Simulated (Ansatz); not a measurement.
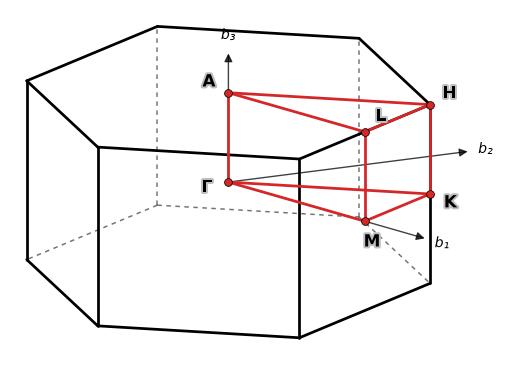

For Ho, the input geometry of an electronic-structure calculation (not necessarily at equilibrium): the figure shows the first Brillouin zone with its special points and a band path. Symmetry computed with spglib at a tolerance of 0.002 Å; standard conventional cell.

Labels and path follow the convention of Hinuma et al. (2017), as computed by seekpath; the arrows show the directions of the reciprocal primitive vectors b₁, b₂, b₃.

Which Bravais lattice has this zone?

Answer. A primitive hexagonal lattice (hP; extended symbol hP2). The zone is a hexagonal prism in its combinatorial type: 8 faces (6 with 4 edges, 2 with 6 edges), 18 edges, 12 vertices.

In which order does the conventional band path visit the special points?

Answer. Γ–M–K–Γ–A–L–H–A | L–M | H–K
